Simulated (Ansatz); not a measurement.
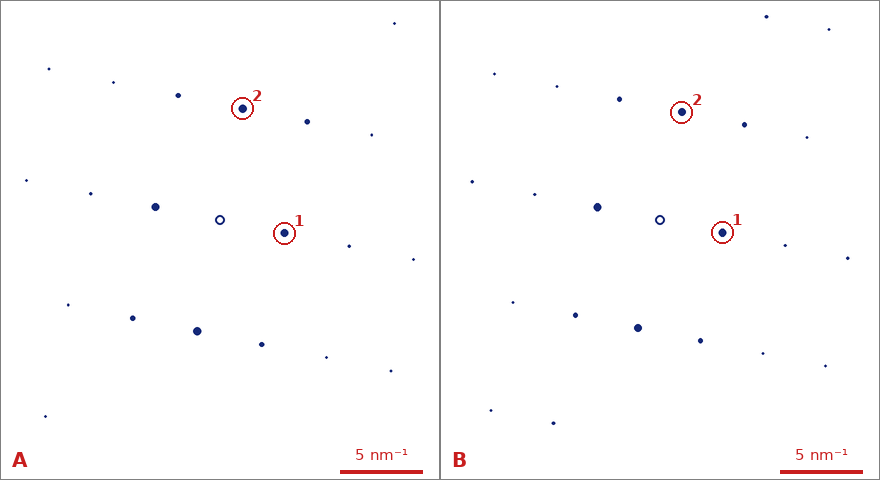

Kinematic electron diffraction patterns (200 kV, B = 0.5 Å², same scale) along [110] of the run's own cell, for the start and the end of one relaxation of Li3P2 with Ansatz 0.2.0, DFT PBE, scalar-relativistic, plane waves, PAW. k mesh 12×12×12. The start is a generated model structure, and the relaxation ends in the nearest stationary point of its symmetry, not necessarily the ground state. Spot 1 is 0 0 -1 and spot 2 is -1 1 0 in both.

Start structure:

```
CELL_PARAMETERS angstrom
1.47895 0.85387 10.36463
-1.47895 0.85387 10.36463
0.00000 -1.70774 10.36463
ATOMIC_POSITIONS crystal
Li 0.00000 0.00000 0.00000
Li 0.21360 0.21360 0.21360
Li 0.78640 0.78640 0.78640
P 0.39625 0.39625 0.39625
P 0.60375 0.60375 0.60375
```

**Which pattern belongs to the start structure, and which to the relaxed one?**

B is the start: its cell gives d(1) = 2.553 Å, d(2) = 1.479 Å and an angle of 90.0°. A is the relaxed structure, with d(1) = 2.474 Å (-3.1 %), d(2) = 1.433 Å (-3.1 %) and 90.0°.

**Summarise the relaxation behind the change.**

The volume changed by -4.5 % to 15.00 Å³ an atom; with the mean shift removed, the atoms moved by up to 0.09 Å relative to the cell (Li most); the space group stayed R-3m (No. 166); the free energy fell by 14 meV an atom. Relaxed cell: a = 10.674 Å, b = 10.674 Å, c = 10.674 Å, α = 15.43°, β = 15.43°, γ = 15.43°.
